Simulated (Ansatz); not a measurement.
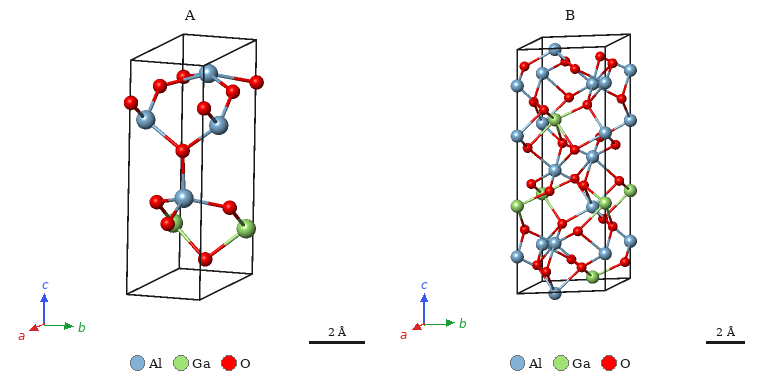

Two structures of Al$_{3}$GaO$_{6}$, each relaxed to rest (conventional cells in solid outline, small ones repeated, not to one scale). Method: Ansatz 0.2.0, DFT PBE, scalar-relativistic, plane waves, PAW, without spin polarisation.

What are the two structures?

Answer. A: 10 atoms a cell on a primitive monoclinic lattice, Pm. B: 30 atoms a cell on a rhombohedral (trigonal R) lattice, R3.

Which polymorph is favoured?

Answer. B is lower, by 32 meV/atom at this level of theory (energies at zero smearing). Volumes: A 13.2, B 9.1 Å³/atom.

One or both may be structure types tried for this composition rather than known phases.
